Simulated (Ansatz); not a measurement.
# Frequency calculation, with input and output: C$_{2}$H$_{5}$AlO

C$_{2}$H$_{5}$AlO, SMILES [CH3][Al]1[CH2][O]1, computed with B3LYP/6-31G*, RKS (Ansatz 0.2.0).

The geometry was optimised with B3LYP/6-31G*. Figures and captions count atoms from 1; the log counts them from 0 in places.

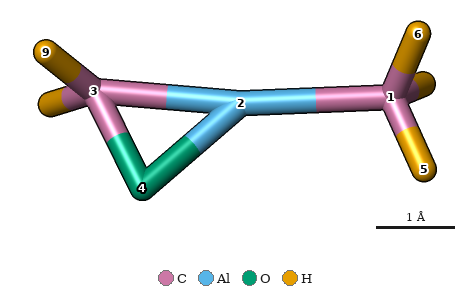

Fig. 1: The input geometry (stick view, seen at a tilt; atoms are numbered from 1 in the order of the input). Sticks mark near contacts.

### Input file
```yaml
crystal:
  periodic: [false, false, false]
  atoms:
    - symbol: C
      position_ang: [-0.697325, 1.314538, -1.104498]
    - symbol: Al
      position_ang: [0.048270, -0.072380, 0.047677]
    - symbol: C
      position_ang: [0.621219, -1.336295, 1.355819]
    - symbol: O
      position_ang: [1.206640, -1.350403, -0.026418]
    - symbol: H
      position_ang: [-0.251964, 1.273036, -2.104217]
    - symbol: H
      position_ang: [-0.512565, 2.311346, -0.687943]
    - symbol: H
      position_ang: [-1.782249, 1.197810, -1.207210]
    - symbol: H
      position_ang: [0.084333, -2.260058, 1.587955]
    - symbol: H
      position_ang: [1.372040, -1.123894, 2.121736]
basis:
  gaussian: {orbitals: "6-31G*"}
phonons: {temperatures: {t_min: 298.15, t_max: 298.15, t_step: 1}}
hamiltonian: {xc: {name: B3LYP}}
```

Hardware: 1 thread of Arm Neoverse V2, 24 GiB of memory available, shared host.

Launched with:
```bash
ansatz run input.yaml --threads 1 --pin off --max-ram 3480MiB --events-out events.jsonl --progress --plain --runs-dir runs
```

### Log
```
Functional definition: B3LYP
  name "B3LYP"
  parameter a0 = 0.2
  parameter ax = 0.72
  parameter ac = 0.81
  exchange = (1 - a0 - ax)*slater_x + ax*b88_x + a0*exact_x
  correlation = (1 - ac)*vwn_rpa_c + ac*lyp_c
803 factors; integrals over basis functions are off by at most 4.2e-4 eV
mean field evaluation 1: about -10787.7959 eV, gradient 7.0e1 eV
mean field evaluation 2: about -10731.7404 eV, gradient 1.6e2 eV
mean field evaluation 4: about -10798.8048 eV, gradient 8.2e0 eV
mean field evaluation 8: about -10798.9604 eV, gradient 3.0e-1 eV
mean field evaluation 16: about -10798.9695 eV, gradient 1.2e-5 eV
mean field -10798.96945903 eV, -396.8548078150 hartree, gradient 1.2e-5 eV, S^2 0.000000; 0 other end points of the search recorded, 0 dependent functions left out
the calculation of the forces begins
reference -10798.96969473 eV, -396.8548164769 hartree; 19, 19 occupied and 55, 55 virtual orbitals, 803 factors
these checks for a lower state are left out or cut short: stability, starts, cluster_reference, orbital_swaps, neighbouring_geometries, increment
803 factors; integrals over basis functions are off by at most 4.2e-4 eV
mean field -10798.96931449 eV, -396.8548025031 hartree, gradient 1.9e-6 eV, S^2 0.000000; 0 other end points of the search recorded, 0 dependent functions left out
[... from here on the field's lines of each further geometry are left out, up to the last ...]
the calculation of the forces begins
reference -10798.96963662 eV, -396.8548143412 hartree; 19, 19 occupied and 55, 55 virtual orbitals, 803 factors
these checks for a lower state are left out or cut short: stability, starts, cluster_reference, orbital_swaps, neighbouring_geometries, increment
803 factors; integrals over basis functions are off by at most 4.2e-4 eV
mean field -10798.96940248 eV, -396.8548057368 hartree, gradient 2.7e-6 eV, S^2 0.000000; 0 other end points of the search recorded, 0 dependent functions left out
the calculation of the forces begins
reference -10798.96963819 eV, -396.8548143990 hartree; 19, 19 occupied and 55, 55 virtual orbitals, 803 factors
Total energy: -10798.96969473 eV, -396.8548164769 hartree
Atom 0 at    -0.697325     1.314538    -1.104498 Å, force    -0.000474     0.000879    -0.000639 eV/Å
Atom 1 at     0.048270    -0.072380     0.047677 Å, force     0.000861    -0.000685    -0.000248 eV/Å
Atom 2 at     0.621219    -1.336295     1.355819 Å, force     0.001258    -0.000850    -0.001216 eV/Å
Atom 3 at     1.206640    -1.350403    -0.026418 Å, force    -0.001721     0.001041     0.001809 eV/Å
Atom 4 at    -0.251964     1.273036    -2.104217 Å, force    -0.000501     0.000106     0.001032 eV/Å
Atom 5 at    -0.512565     2.311346    -0.687943 Å, force    -0.000267    -0.001119    -0.000547 eV/Å
Atom 6 at    -1.782249     1.197810    -1.207210 Å, force     0.001171     0.000181     0.000086 eV/Å
Atom 7 at     0.084333    -2.260058     1.587955 Å, force     0.000384     0.000685     0.000083 eV/Å
Atom 8 at     1.372040    -1.123894     2.121736 Å, force    -0.000710    -0.000238    -0.000361 eV/Å
Dipole moment:    -0.420455     0.503673    -0.057771 e Å
Vibrations: 24.76 148.96 149.51 498.06 669.35 674.14 702.28 721.27 764.43 977.43 1112.05 1132.44 1275.56 1485.32 1487.55 1509.29 3049.87 3067.88 3124.45 3128.51 3134.68 cm⁻¹, zero-point energy 1.787717 eV
```

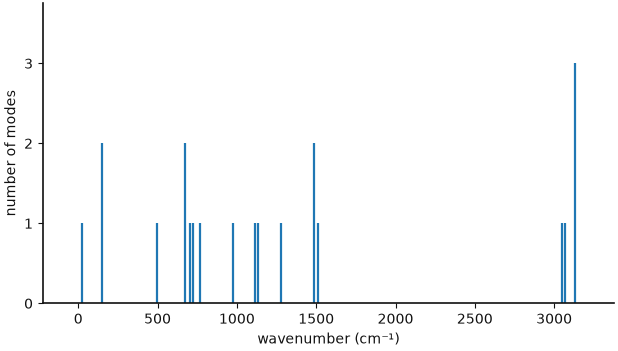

Fig. 2: Harmonic vibrational wavenumbers from the force constants; neighbouring modes closer than 14 cm⁻¹ are counted in one stick. 21 modes from 25 to 3135 cm⁻¹, none imaginary.

### Results in brief

| quantity | value |
| --- | --- |
| outcome | converged |
| total energy | −396.854816 hartree |
| basis functions | 74 |
| largest force | 0.003 eV/Å |
| zero-point energy | 0.065697 hartree |
| dipole moment | 3.16 D |
| wavenumbers, lowest and highest | 25 and 3135 cm⁻¹ |
| wall time | 89 s |
| peak memory | 0.14 GiB |
